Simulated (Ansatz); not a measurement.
# CHAlO (triplet): wB97M-V, B2PLYP, RPA-PBE over vertical spin and charge gaps and displaced geometries, cc-pVDZ, part 2 of 2

Ansatz 0.2.0, Gaussian basis; cc-pVDZ, all electrons in the functionals, frozen cores in the correlation of double hybrids and RPA. The steps go on from the part before.

### Step 13. B2PLYP, charge 1, quartet

The input, in.yaml:

```yaml
crystal:
  periodic: [false, false, false]
  atoms:
    - {symbol: Al, position_ang: [0.000001, -0.162615, 2.220099]}
    - {symbol: C, position_ang: [-0.000032, -0.075678, 0.288964]}
    - {symbol: O, position_ang: [0.000003, -0.291771, -0.998684]}
    - {symbol: H, position_ang: [0.000028, 0.530064, -1.510380]}
basis:
  gaussian: {orbitals: cc-pVDZ}
total_charge: 1
magnetization: {spin_polarized: true, initial_magnetization: 3}
hamiltonian: {xc: {name: B2PLYP}}
correlation: {electrons: outside_noble_gas}
```

Launch:

```sh
$ ansatz run in.yaml --threads 1 --pin off --events-out ev --progress --plain --max-ram 2393MiB
```

Standard output (excerpt; [...] marks lines left out):

```text
Functional definition: B2PLYP
  name "B2PLYP"
  cite "Grimme, J. Chem. Phys. 124, 034108 (2006) doi:10.1063/1.2148954"
  cite "Becke, Phys. Rev. A 38, 3098 (1988) doi:10.1103/PhysRevA.38.3098"
  cite "Lee, Yang & Parr, Phys. Rev. B 37, 785 (1988) doi:10.1103/PhysRevB.37.785"
[...]
488 factors; integrals over basis functions are off by at most 1.1e-3 eV
[...]
mean field -9676.59319410 eV, -355.6082408528 hartree, gradient 3.9e-6 eV, S^2 3.759824; 1 other end points of the search recorded, 0 dependent functions left out
7 core orbitals not correlated: weight in the atoms' cores, before any rotation towards them, 1.000 or more for the frozen orbitals, at most 0.000 for the correlated occupied ones
reference -9676.59331570 eV, -355.6082453214 hartree; 8, 5 occupied and 36, 39 virtual orbitals, 488 factors
second order -10.44635851 eV of doubles, -0.00000000 eV of singles
Total energy: -9679.41383250 eV, -355.7118974019 hartree
```

Wall time 0.96 s (1 thread of AMD EPYC 9R45, shared host).

From the report: ⟨S²⟩ of the determinant 3.760 (pure quartet: 3.75).

From charge 0, triplet: +778.7 kJ/mol.

### Step 14. B2PLYP, displaced geometry v1

The input, in.yaml:

```yaml
crystal:
  periodic: [false, false, false]
  atoms:
    - {symbol: Al, position_ang: [0.002338, -0.164460, 2.242320]}
    - {symbol: C, position_ang: [0.001472, -0.093665, 0.300032]}
    - {symbol: O, position_ang: [0.049471, -0.250448, -1.030229]}
    - {symbol: H, position_ang: [-0.053281, 0.508573, -1.512123]}
basis:
  gaussian: {orbitals: cc-pVDZ}
magnetization: {spin_polarized: true, initial_magnetization: 2}
hamiltonian: {xc: {name: B2PLYP}}
correlation: {electrons: outside_noble_gas}
```

Same command.

Standard output (excerpt; [...] marks lines left out):

```text
Functional definition: B2PLYP
  name "B2PLYP"
  cite "Grimme, J. Chem. Phys. 124, 034108 (2006) doi:10.1063/1.2148954"
  cite "Becke, Phys. Rev. A 38, 3098 (1988) doi:10.1103/PhysRevA.38.3098"
  cite "Lee, Yang & Parr, Phys. Rev. B 37, 785 (1988) doi:10.1103/PhysRevB.37.785"
[...]
486 factors; integrals over basis functions are off by at most 1.3e-3 eV
[...]
mean field -9684.42083192 eV, -355.8959012368 hartree, gradient 6.5e-6 eV, S^2 2.017860; 4 other end points of the search recorded, 0 dependent functions left out
7 core orbitals not correlated: weight in the atoms' cores, before any rotation towards them, 1.000 or more for the frozen orbitals, at most 0.000 for the correlated occupied ones
reference -9684.42094742 eV, -355.8959054814 hartree; 8, 6 occupied and 36, 38 virtual orbitals, 486 factors
second order -10.80222519 eV of doubles, -0.00000000 eV of singles
Total energy: -9687.33754822 eV, -356.0030885839 hartree
```

It took 1.1 s on 1 thread of AMD EPYC 9R45, shared host.

From the report: ⟨S²⟩ of the determinant 2.018 (pure triplet: 2.00).

From charge 0, triplet: +14.2 kJ/mol.

### Step 15. B2PLYP, displaced geometry v2

The input, in.yaml:

```yaml
crystal:
  periodic: [false, false, false]
  atoms:
    - {symbol: Al, position_ang: [0.064569, -0.138866, 2.210941]}
    - {symbol: C, position_ang: [-0.100338, -0.043555, 0.291399]}
    - {symbol: O, position_ang: [-0.023682, -0.292072, -1.004429]}
    - {symbol: H, position_ang: [0.059451, 0.474493, -1.497911]}
basis:
  gaussian: {orbitals: cc-pVDZ}
magnetization: {spin_polarized: true, initial_magnetization: 2}
hamiltonian: {xc: {name: B2PLYP}}
correlation: {electrons: outside_noble_gas}
```

The command is unchanged.

Standard output (excerpt; [...] marks lines left out):

```text
Functional definition: B2PLYP
  name "B2PLYP"
  cite "Grimme, J. Chem. Phys. 124, 034108 (2006) doi:10.1063/1.2148954"
  cite "Becke, Phys. Rev. A 38, 3098 (1988) doi:10.1103/PhysRevA.38.3098"
  cite "Lee, Yang & Parr, Phys. Rev. B 37, 785 (1988) doi:10.1103/PhysRevB.37.785"
[...]
487 factors; integrals over basis functions are off by at most 1.1e-3 eV
[...]
mean field -9684.47123830 eV, -355.8977536371 hartree, gradient 4.6e-6 eV, S^2 2.025770; 4 other end points of the search recorded, 0 dependent functions left out
7 core orbitals not correlated: weight in the atoms' cores, before any rotation towards them, 1.000 or more for the frozen orbitals, at most 0.000 for the correlated occupied ones
reference -9684.47135368 eV, -355.8977578773 hartree; 8, 6 occupied and 36, 38 virtual orbitals, 487 factors
second order -10.79125484 eV of doubles, -0.00000000 eV of singles
Total energy: -9687.38499249 eV, -356.0048321285 hartree
```

It took 1 s on 1 thread of AMD EPYC 9R45, shared host.

From the report: ⟨S²⟩ of the determinant 2.026 (pure triplet: 2.00).

From charge 0, triplet: +9.6 kJ/mol.

### Step 16. RPA-PBE, charge 0, triplet

The input, in.yaml:

```yaml
crystal:
  periodic: [false, false, false]
  atoms:
    - {symbol: Al, position_ang: [0.000001, -0.162615, 2.220099]}
    - {symbol: C, position_ang: [-0.000032, -0.075678, 0.288964]}
    - {symbol: O, position_ang: [0.000003, -0.291771, -0.998684]}
    - {symbol: H, position_ang: [0.000028, 0.530064, -1.510380]}
basis:
  gaussian: {orbitals: cc-pVDZ}
magnetization: {spin_polarized: true, initial_magnetization: 2}
hamiltonian: {xc: {name: PBE}}
correlation: {method: rpa, electrons: outside_noble_gas}
```

Same command.

Standard output (excerpt; [...] marks lines left out):

```text
Functional definition: PBE
  name "PBE"
  cite "Perdew, Burke & Ernzerhof, Phys. Rev. Lett. 77, 3865 (1996) doi:10.1103/PhysRevLett.77.3865"
  parent pbe
[...]
488 factors; integrals over basis functions are off by at most 1.1e-3 eV
[...]
mean field -9686.48447877 eV, -355.9717388597 hartree, gradient 6.9e-6 eV, S^2 2.012973; 4 other end points of the search recorded, 0 dependent functions left out
7 core orbitals not correlated: weight in the atoms' cores, before any rotation towards them, 1.000 or more for the frozen orbitals, at most 0.000 for the correlated occupied ones
reference -9662.91636416 eV, -355.1056266230 hartree; 8, 6 occupied and 36, 38 virtual orbitals, 488 factors
Total energy: -9677.76634386 eV, -355.6513533112 hartree
```

It took 0.96 s on 1 thread of AMD EPYC 9R45, shared host.

From the report: ⟨S²⟩ of the determinant 2.013 (pure triplet: 2.00).

### Step 17. RPA-PBE, charge 0, singlet

Edit in.yaml of step 16 so:

```diff
@@ -9,3 +9,3 @@
   gaussian: {orbitals: cc-pVDZ}
-magnetization: {spin_polarized: true, initial_magnetization: 2}
+magnetization: {spin_polarized: true, initial_magnetization: 0}
 hamiltonian: {xc: {name: PBE}}
```

The command is unchanged.

Standard output (excerpt; [...] marks lines left out):

```text
Functional definition: PBE
  name "PBE"
  cite "Perdew, Burke & Ernzerhof, Phys. Rev. Lett. 77, 3865 (1996) doi:10.1103/PhysRevLett.77.3865"
  parent pbe
[...]
488 factors; integrals over basis functions are off by at most 1.1e-3 eV
[...]
mean field -9686.30951276 eV, -355.9653089777 hartree, gradient 2.0e-6 eV, S^2 0.854551; 10 other end points of the search recorded, 0 dependent functions left out
7 core orbitals not correlated: weight in the atoms' cores, before any rotation towards them, 1.000 or more for the frozen orbitals, at most 0.000 for the correlated occupied ones
reference -9662.42844428 eV, -355.0876958979 hartree; 7, 7 occupied and 37, 37 virtual orbitals, 488 factors
Total energy: -9677.59427309 eV, -355.6450298270 hartree
```

Run time: 2.7 s. Hardware: 1 thread of AMD EPYC 9R45, shared host.

From the report: ⟨S²⟩ of the determinant 0.855 (pure singlet: 0.00). The determinant of RPA-PBE (⟨S²⟩ 0.85) is far from a pure spin state, so its energy mixes those of several spin states; that is harmless only where they are near-degenerate.

From charge 0, triplet: +16.6 kJ/mol.

### Step 18. RPA-PBE, charge 0, quintet

Edit in.yaml of step 17 so:

```diff
@@ -9,3 +9,3 @@
   gaussian: {orbitals: cc-pVDZ}
-magnetization: {spin_polarized: true, initial_magnetization: 0}
+magnetization: {spin_polarized: true, initial_magnetization: 4}
 hamiltonian: {xc: {name: PBE}}
```

Launched as before.

Standard output (excerpt; [...] marks lines left out):

```text
Functional definition: PBE
  name "PBE"
  cite "Perdew, Burke & Ernzerhof, Phys. Rev. Lett. 77, 3865 (1996) doi:10.1103/PhysRevLett.77.3865"
  parent pbe
[...]
488 factors; integrals over basis functions are off by at most 1.1e-3 eV
[...]
mean field -9683.59359457 eV, -355.8655008249 hartree, gradient 4.2e-6 eV, S^2 6.004870; 5 other end points of the search recorded, 0 dependent functions left out
7 core orbitals not correlated: weight in the atoms' cores, before any rotation towards them, 1.000 or more for the frozen orbitals, at most 0.000 for the correlated occupied ones
reference -9660.91476903 eV, -355.0320693587 hartree; 9, 5 occupied and 35, 39 virtual orbitals, 488 factors
Total energy: -9674.78422099 eV, -355.5417623170 hartree
```

It took 1.1 s on 1 thread of AMD EPYC 9R45, shared host.

From the report: ⟨S²⟩ of the determinant 6.005 (pure quintet: 6.00).

From charge 0, triplet: +287.7 kJ/mol.

### Step 19. RPA-PBE, charge 1, doublet

Edit in.yaml of step 18 so:

```diff
@@ -9,3 +9,4 @@
   gaussian: {orbitals: cc-pVDZ}
-magnetization: {spin_polarized: true, initial_magnetization: 4}
+total_charge: 1
+magnetization: {spin_polarized: true, initial_magnetization: 1}
 hamiltonian: {xc: {name: PBE}}
```

Launched as before.

Standard output (excerpt; [...] marks lines left out):

```text
Functional definition: PBE
  name "PBE"
  cite "Perdew, Burke & Ernzerhof, Phys. Rev. Lett. 77, 3865 (1996) doi:10.1103/PhysRevLett.77.3865"
  parent pbe
[...]
488 factors; integrals over basis functions are off by at most 1.1e-3 eV
[...]
mean field -9678.78992294 eV, -355.6889691486 hartree, gradient 2.8e-6 eV, S^2 1.093121; 10 other end points of the search recorded, 0 dependent functions left out
7 core orbitals not correlated: weight in the atoms' cores, before any rotation towards them, 1.000 or more for the frozen orbitals, at most 0.000 for the correlated occupied ones
reference -9655.53542329 eV, -354.8343820491 hartree; 7, 6 occupied and 37, 38 virtual orbitals, 488 factors
Total energy: -9670.21956252 eV, -355.3740142125 hartree
```

Wall time 2.6 s (1 thread of AMD EPYC 9R45, shared host).

From the report: ⟨S²⟩ of the determinant 1.093 (pure doublet: 0.75).

From charge 0, triplet: +728.2 kJ/mol.

### Step 20. RPA-PBE, charge 1, quartet

Edit in.yaml of step 19 so:

```diff
@@ -10,3 +10,3 @@
 total_charge: 1
-magnetization: {spin_polarized: true, initial_magnetization: 1}
+magnetization: {spin_polarized: true, initial_magnetization: 3}
 hamiltonian: {xc: {name: PBE}}
```

Same command.

Standard output (excerpt; [...] marks lines left out):

```text
Functional definition: PBE
  name "PBE"
  cite "Perdew, Burke & Ernzerhof, Phys. Rev. Lett. 77, 3865 (1996) doi:10.1103/PhysRevLett.77.3865"
  parent pbe
[...]
488 factors; integrals over basis functions are off by at most 1.1e-3 eV
[...]
mean field -9678.43056547 eV, -355.6757630052 hartree, gradient 2.3e-6 eV, S^2 3.754296; 0 other end points of the search recorded, 0 dependent functions left out
7 core orbitals not correlated: weight in the atoms' cores, before any rotation towards them, 1.000 or more for the frozen orbitals, at most 0.000 for the correlated occupied ones
reference -9655.56134574 eV, -354.8353346814 hartree; 8, 5 occupied and 36, 39 virtual orbitals, 488 factors
Total energy: -9669.59325346 eV, -355.3509977790 hartree
```

It took 0.66 s on 1 thread of AMD EPYC 9R45, shared host.

From the report: ⟨S²⟩ of the determinant 3.754 (pure quartet: 3.75).

From charge 0, triplet: +788.6 kJ/mol.

### Step 21. RPA-PBE, displaced geometry v1

The input, in.yaml:

```yaml
crystal:
  periodic: [false, false, false]
  atoms:
    - {symbol: Al, position_ang: [0.002338, -0.164460, 2.242320]}
    - {symbol: C, position_ang: [0.001472, -0.093665, 0.300032]}
    - {symbol: O, position_ang: [0.049471, -0.250448, -1.030229]}
    - {symbol: H, position_ang: [-0.053281, 0.508573, -1.512123]}
basis:
  gaussian: {orbitals: cc-pVDZ}
magnetization: {spin_polarized: true, initial_magnetization: 2}
hamiltonian: {xc: {name: PBE}}
correlation: {method: rpa, electrons: outside_noble_gas}
```

The command is unchanged.

Standard output (excerpt; [...] marks lines left out):

```text
Functional definition: PBE
  name "PBE"
  cite "Perdew, Burke & Ernzerhof, Phys. Rev. Lett. 77, 3865 (1996) doi:10.1103/PhysRevLett.77.3865"
  parent pbe
[...]
486 factors; integrals over basis functions are off by at most 1.3e-3 eV
[...]
mean field -9686.30938585 eV, -355.9653043138 hartree, gradient 7.4e-6 eV, S^2 2.012130; 4 other end points of the search recorded, 0 dependent functions left out
7 core orbitals not correlated: weight in the atoms' cores, before any rotation towards them, 1.000 or more for the frozen orbitals, at most 0.000 for the correlated occupied ones
reference -9662.83173996 eV, -355.1025167409 hartree; 8, 6 occupied and 36, 38 virtual orbitals, 486 factors
Total energy: -9677.62071667 eV, -355.6460016109 hartree
```

Wall time 0.99 s (1 thread of AMD EPYC 9R45, shared host).

From the report: ⟨S²⟩ of the determinant 2.012 (pure triplet: 2.00).

From charge 0, triplet: +14.1 kJ/mol.

### Step 22. RPA-PBE, displaced geometry v2

The input, in.yaml:

```yaml
crystal:
  periodic: [false, false, false]
  atoms:
    - {symbol: Al, position_ang: [0.064569, -0.138866, 2.210941]}
    - {symbol: C, position_ang: [-0.100338, -0.043555, 0.291399]}
    - {symbol: O, position_ang: [-0.023682, -0.292072, -1.004429]}
    - {symbol: H, position_ang: [0.059451, 0.474493, -1.497911]}
basis:
  gaussian: {orbitals: cc-pVDZ}
magnetization: {spin_polarized: true, initial_magnetization: 2}
hamiltonian: {xc: {name: PBE}}
correlation: {method: rpa, electrons: outside_noble_gas}
```

Launched as before.

Standard output (excerpt; [...] marks lines left out):

```text
Functional definition: PBE
  name "PBE"
  cite "Perdew, Burke & Ernzerhof, Phys. Rev. Lett. 77, 3865 (1996) doi:10.1103/PhysRevLett.77.3865"
  parent pbe
[...]
487 factors; integrals over basis functions are off by at most 1.1e-3 eV
[...]
mean field -9686.35952486 eV, -355.9671468882 hartree, gradient 2.6e-6 eV, S^2 2.015208; 5 other end points of the search recorded, 0 dependent functions left out
7 core orbitals not correlated: weight in the atoms' cores, before any rotation towards them, 1.000 or more for the frozen orbitals, at most 0.000 for the correlated occupied ones
reference -9662.86983148 eV, -355.1039165786 hartree; 8, 6 occupied and 36, 38 virtual orbitals, 487 factors
Total energy: -9677.65650508 eV, -355.6473168105 hartree
```

Run time: 1.1 s. Hardware: 1 thread of AMD EPYC 9R45, shared host.

From the report: ⟨S²⟩ of the determinant 2.015 (pure triplet: 2.00).

From charge 0, triplet: +10.6 kJ/mol.

### Step 23. Against the wave-function levels

The yardstick is UCCSDT(Q), where the cluster series has nearly closed. It comes from earlier runs at the same points. Energies in kJ/mol, counted from charge 0, triplet; blanks weren't run or aren't comparable.

```tsv
level	triplet to singlet	triplet to quintet	ionisation to the doublet cation	ionisation to the quartet cation	displacement v1	displacement v2
UCCSDT(Q)		278.6	707.7	772.2	13.3	9.0
wB97M-V	22.5	323.6	729.8	801.2	14.5	10.0
B2PLYP	19.1	289.7	726.3	778.7	14.2	9.6
RPA-PBE	16.6	287.7	728.2	788.6	14.1	10.6
```

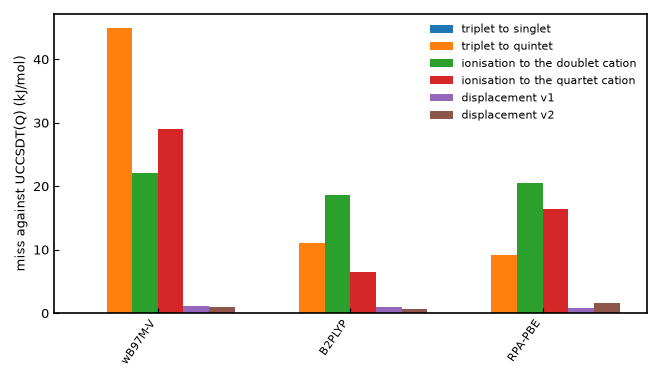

Misses of the gaps against UCCSDT(Q).

Largest miss and mean time a point (UCCSDT(Q) took 56 s a point; shared hosts):

```tsv
level	largest miss (kJ/mol)	where	time a point
wB97M-V	+45.0	triplet to quintet	4 s
B2PLYP	+18.7	ionisation to the doublet cation	1.6 s
RPA-PBE	+20.5	ionisation to the doublet cation	1.4 s
```

### Step 24. Outcome

The summary covers parts 1 to 2.

```
                                   quantity                                            value
              triplet to quintet, UCCSDT(Q)                                     278.6 kJ/mol
ionisation to the doublet cation, UCCSDT(Q)                                     707.7 kJ/mol
ionisation to the quartet cation, UCCSDT(Q)                                     772.2 kJ/mol
                 displacement v1, UCCSDT(Q)                                      13.3 kJ/mol
                 displacement v2, UCCSDT(Q)                                       9.0 kJ/mol
                      largest miss, wB97M-V                +45.0 kJ/mol (triplet to quintet)
                       largest miss, B2PLYP  +18.7 kJ/mol (ionisation to the doublet cation)
                      largest miss, RPA-PBE  +20.5 kJ/mol (ionisation to the doublet cation)
```

What this shows: Misses are known at 5 of 6 points at best, and only functionals with that many are ranked. Of the functionals, B2PLYP keep the smallest largest miss at the points compared (at most 18.7 kJ/mol) and wB97M-V strays most (45.0 kJ/mol, at triplet to quintet). wB97M-V, B2PLYP, RPA-PBE clearly break the spin symmetry at some points (⟨S²⟩ up to 0.90 above the pure value), so energy there is bought with a mixed spin. Functionals and the yardstick converge differently with the basis, so part of each miss in cc-pVDZ is the basis.
